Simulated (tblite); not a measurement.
# Frequency calculation of C8H8O (charge +1)

C8H8O, charge +1, multiplicity 2, SMILES [CH+]=[C]C1=C(C=O)CCC1, computed with GFN2-xTB harmonic vibrations, gas phase (tblite 0.8.0).

It belongs to a series of runs on one base structure; here: electron removed.

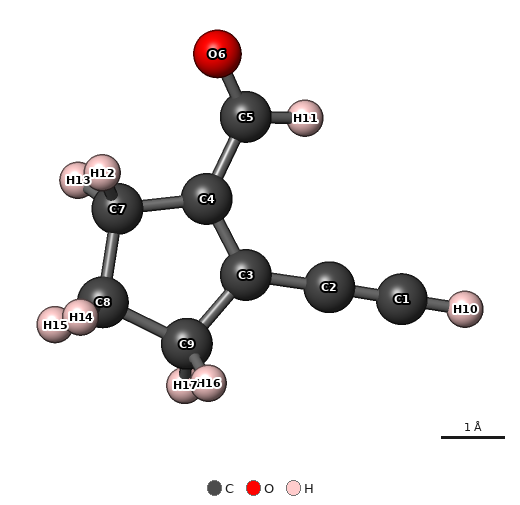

Figure 1. The structure as given in the input (ball-and-stick view, seen at a tilt; atoms are numbered from 1 in the order of the input). Bond lengths as drawn: C–C 1.21 to 1.53 Å, C–H 1.05 to 1.11 Å and C–O 1.19 Å.

**Summary**

```tsv
quantity	value
outcome	converged
total energy	−671.8252 eV
zero-point energy	80.3470 kcal/mol
hardware	1 CPU thread, shared host
wall time	0.62 s
peak memory	0.17 GiB
```

**The input**
```
{"job": {"kind": "ir", "xc": "GFN2-xTB", "basis": "xTB"}, "charge": 1, "multiplicity": 2}
C      2.393727     2.257030    -0.055902
C      1.578606     1.364113    -0.033348
C      0.660042     0.321223    -0.011516
C     -0.715134     0.451791    -0.054469
C     -1.470469     1.707778    -0.077581
O     -2.619909     1.821795     0.227633
C     -1.383816    -0.860156    -0.048061
C     -0.269084    -1.894658     0.083875
C      1.043215    -1.105803     0.104439
H      3.099911     3.039086    -0.071217
H     -0.869633     2.563909    -0.448915
H     -2.123824    -0.877022     0.766531
H     -1.999878    -1.019860    -0.942919
H     -0.398558    -2.468684     1.004684
H     -0.282090    -2.623365    -0.728234
H      1.643564    -1.291626     1.002096
H      1.706332    -1.373521    -0.727006
```

The first line tells a small driver script what to run in tblite; the rest is the geometry in Å.

Command:
```bash
OMP_NUM_THREADS=1 python <driver script> task.json out
```

**What the program printed**
```
mode    cm-1     km/mol
  1      68.4      1.63
  2      95.5      9.87
  3     103.4      3.50
  4     121.5      0.13
  5     182.1      4.34
  6     232.2     19.49
  7     339.0      3.27
  8     408.3      4.55
  9     501.4      3.55
 10     510.0      1.13
 11     545.6      2.34
 12     643.1     24.46
 13     670.6      9.75
 14     684.7     17.31
 15     716.9     61.58
 16     772.0      9.84
 17     805.5      6.27
 18     874.5     21.72
 19     926.7      4.27
 20     980.3     65.23
 21    1009.9      9.04
 22    1027.8     20.01
 23    1070.8      7.50
 24    1092.6      4.49
 25    1115.7      5.52
 26    1153.7     17.39
 27    1190.2     19.09
 28    1259.8     76.13
 29    1271.6     29.42
 30    1289.5     70.91
 31    1307.3     81.99
 32    1344.7     87.23
 33    1366.2    102.97
 34    1423.4    286.62
 35    1483.5    143.74
 36    1748.4    312.13
 37    2183.1    257.51
 38    2738.2     56.52
 39    2859.5     23.76
 40    2907.6     10.16
 41    2919.4     44.67
 42    2950.5     39.76
 43    2964.5     22.36
 44    2998.8     49.74
 45    3344.9    119.37
```

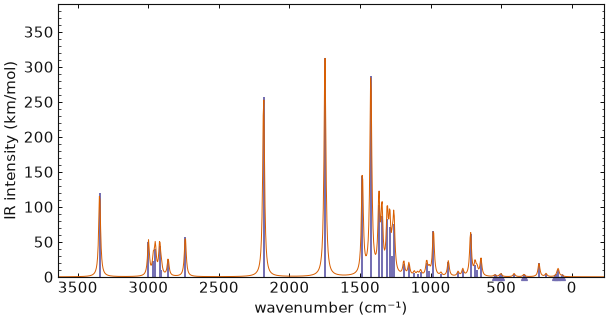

Figure 2. Harmonic infrared spectrum, unscaled: sticks (degenerate modes added up, dark ones marked on the axis) with a Lorentzian envelope of 16 cm⁻¹ full width, scaled to the tallest stick. 45 modes from 68 to 3345 cm⁻¹, none imaginary. The strongest line is at 1748 cm⁻¹ (312 km/mol).
